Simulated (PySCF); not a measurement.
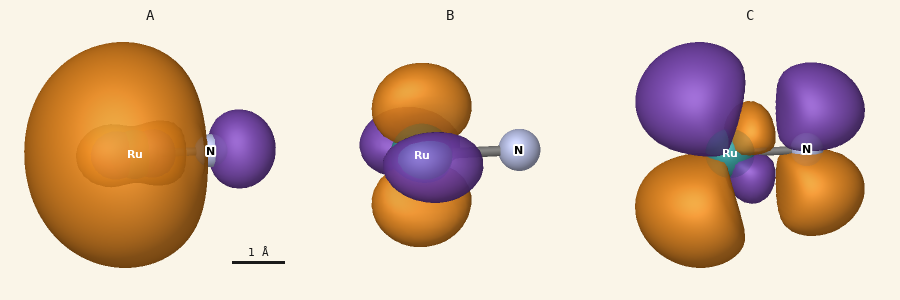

The picture shows: RuN (doublet). Three frontier α-spin orbitals, each drawn at the value that holds 80 % of its norm (orange and purple are the two phases), in no order; of a degenerate pair one member is drawn.

Method: PySCF 2.14.0, PBE0/x2c-TZVPPall, spin-free X2C-1e, Gaussian nucleus, at a bond length of 1.543 Å.

**Label each orbital by symmetry, say whether it is occupied, and order them by energy.**

Orbital B: δ, occupied in this spin, −6.79 eV; almost wholly on Ru.
Orbital A: σ, occupied in this spin, −5.35 eV; mainly on Ru (90 %).
Orbital C: π, empty in this spin, −2.43 eV; antibonding, with a node between the atoms.
